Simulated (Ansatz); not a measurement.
## A correction line for B3LYP-D4/def2-TZVPP: vertical ionisation energy

The vertical ionisation energy (cation less neutral) in eV of 6 B-containing molecules: x at B3LYP-D4/def2-TZVPP, y at CCSD(T)/def2-TZVPP. Shapes, held fixed at every level: PBE0-D4/def2-TZVP. Programs: Ansatz 0.2.0.

```
                    molecule  x (eV)  y (eV)
                    BH3(NH3)   10.57   10.73
                   BH3(SeH2)   10.74       ?
            BF (SMILES [B]F)   11.09   11.09
HBS (hydrogen boron sulfide)   11.17   11.14
    B(OH)O (oxoborinic acid)   12.30   12.39
     BOF (fluoro(oxo)borane)   13.49   13.46
```

Task: Fit y = c + s·x to the known rows and predict y for BH3(SeH2).

Result: 
1. Means of the 5 rows: x = 11.7240, y = 11.762.
2. Σ(Δx)² = 5.4911, Σ(Δx·Δy) = 5.322, so the slope is 5.322/5.4911 = 0.9692.
3. Intercept: 11.762 − (0.9692) × 11.7240 = 0.399. The largest residual of the fit is 0.086.
4. BH3(SeH2): 0.399 + 0.9692 × 10.74 = 10.81 eV.

CCSD(T)/def2-TZVPP gives 10.91 eV, so the prediction is off by -0.10 eV, about the largest residual. Uncorrected, B3LYP-D4/def2-TZVPP misses BH3(SeH2) by -0.17 eV, and the other rows by 0.06 on average. The line removes about 40 % of this miss. Left out in turn, the other rows are missed by 0.10 eV on average, worse than no correction. Cations run unrestricted. Relativity is left out for Se. Outer-core shells of Se are correlated, in sets that cover them unevenly.

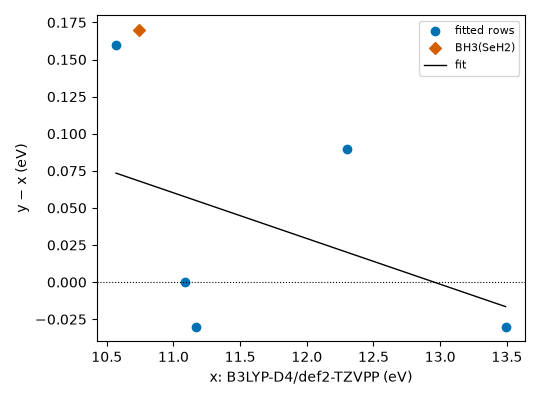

The correction y − x against x, with the fitted line and the withheld molecule.
